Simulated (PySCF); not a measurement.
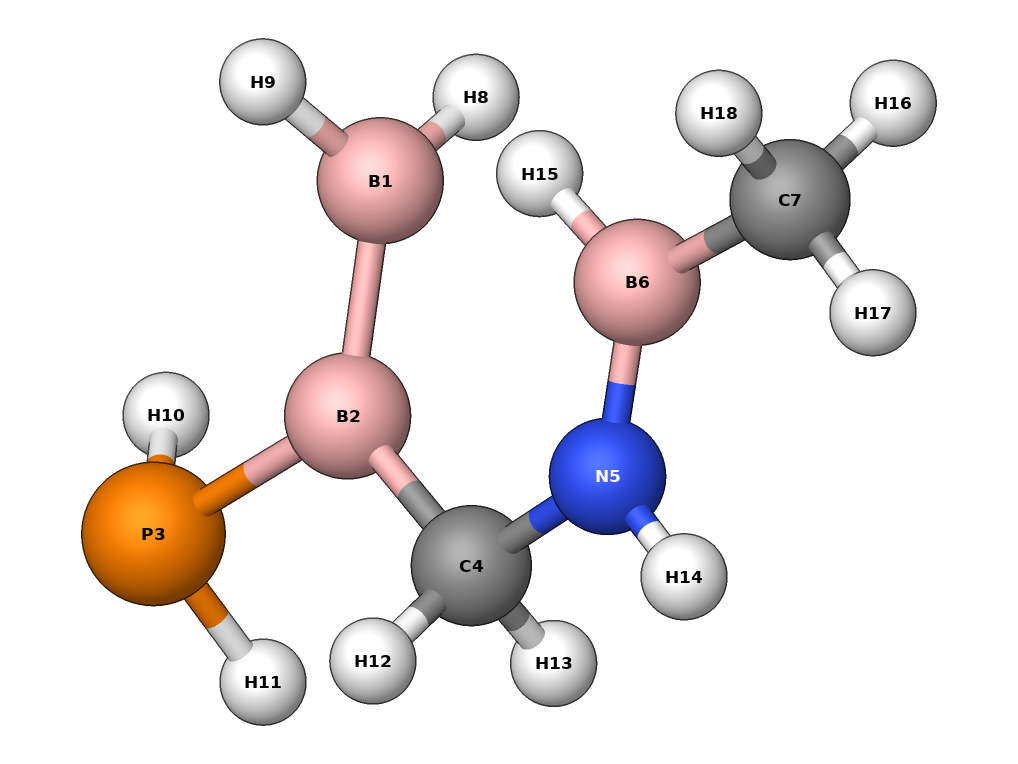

Every bond is drawn as one stick. Computed geometry: GFN2-xTB optimisation. No frequency run is at hand to confirm it as a minimum. Level of theory: PBE0/pcSseg-1 (PySCF 2.14.0).

Which bond between heavy atoms has the highest Mayer bond order?

Answer. N5–B6, 1.42, at a length of 1.368 Å.

List the Mayer bond orders of B1–B2, B2–P3, B2–C4, C4–N5, N5–B6, B6–C7 (bonds between heavy atoms, one of each equivalent set).

```csv
bond,Mayer order,length (Å)
B1–B2,1.03,1.640
B2–P3,1.16,1.898
B2–C4,0.97,1.596
C4–N5,0.93,1.460
N5–B6,1.42,1.368
B6–C7,1.06,1.581
```

The geometry is semi-empirical. Around B, P such bond lengths and angles can be off by a tenth of an ångström or more and by several degrees, and values that hang on the shape move with them.
